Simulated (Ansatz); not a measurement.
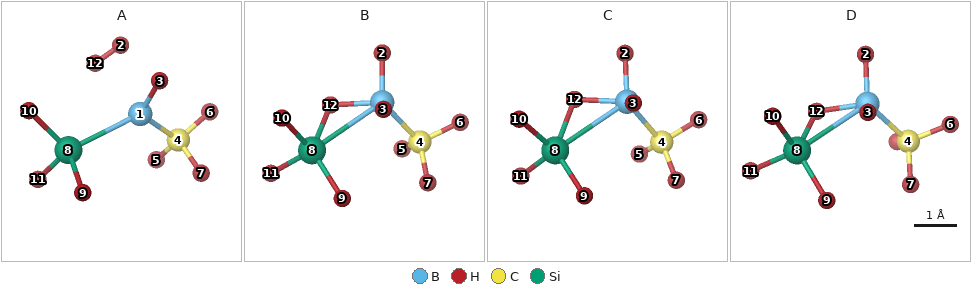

4 geometries from a converged minimum-energy path of CH9BSi, shuffled. A ball-and-stick model, seen at a tilt.

Level of theory: Ansatz 0.2.0, RKS PBE0/6-31G*. Run with 7 movable images; climbing image; force threshold 0.03 eV/Å; iteration limit 60; starting path through a guess of the saddle point.

Which of them lies highest in energy?

Answer. A. In order along the path, whose images run from 0 to 8: D (image 1, +0.3 kcal/mol), B (image 2, +1.3 kcal/mol), C (image 3, +3.1 kcal/mol), A (image 6, +15.1 kcal/mol). Breaking: B1–H12 (1.32 → 1.92 at the top → 3.04 Å), B1–H2 (1.20 → 1.96 at the top → 2.98 Å), Si8–H12 (1.62 → 2.72 at the top → 3.57 Å). Forming: H2–H12 (1.89 → 0.76 at the top → 0.75 Å).
